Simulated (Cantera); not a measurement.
A closed system holds: 1 mol Si, 0.004 mol H2O, 30 mol H2, equilibrated at 3.00e-6 bar.

Method: chemical equilibrium by Gibbs-energy minimisation in Cantera with the NASA 1993 tables (ideal gas, pure condensed phases). Candidate condensed phases: H2O, Si, SiO2; 18 gas species. Rates play no part.

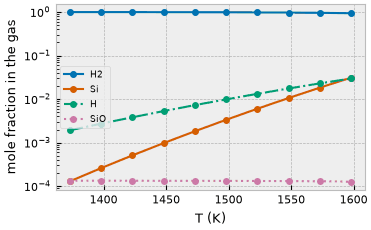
Figure. Equilibrium gas composition (values under 1e-9 drawn at 1e-9)

From 1373 K to 1598 K the condensed part is Si(s). The main Si-bearing gas is SiO at 1373 K and Si at 1598 K. The share of Si in condensed phases is highest at 1373 K (99.2 %) and lowest at 1598 K (0.5 %).
